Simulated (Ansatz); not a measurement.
Calculation: PBE (plane waves to 420 eV, PAW; Ansatz, a first-principles code).

Host crystal: cubic SrTiO3, with a band gap (PBE, scalar-relativistic without spin-orbit coupling).

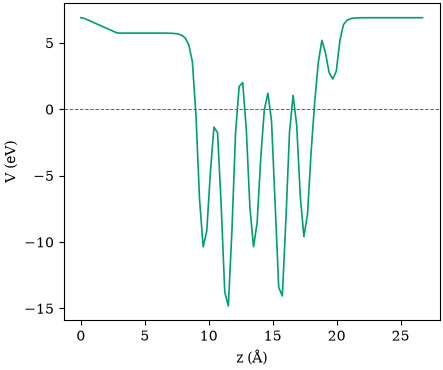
*Plane-averaged electrostatic potential energy along the normal, in eV from the Fermi level, for OH on the 1x1 (100) surface of cubic SrTiO3 (a phase of room or higher temperature, not the 0 K ground state) (cut with top plane 2 O + Ti), one in a 1x1 cell, started at the site 'top Ti'*

Model: 15-atom slab, 7.8 Å thick at the start under the adsorbate (thin: gaps and levels are the slab's own), 6x6x1 mesh, Fermi-Dirac 0.01 eV, dipole correction, 5 atoms held, the rest relaxed; symmetry of the start imposed; spin-polarised, ending with about 0.6 μB a cell, a value that depends on the mesh; orders that need a larger cell were not tried, no spin-orbit, no U, no dispersion correction. The slab shows no gap over 0.04 eV on its mesh. At the end it is bonded to Ti. In PBE it is, or lies within 0.03 eV of, the lowest of the starts that converged.

Q: The surface cell has an area of 15.50 Å². What dipole along the normal does the step between the two vacuum levels imply?

A: the top vacuum level lies 1.16 eV above the bottom one; p = −ε₀ A ΔV (ε₀ = 0.005526 e/(V·Å)) gives -0.10 e·Å a cell.
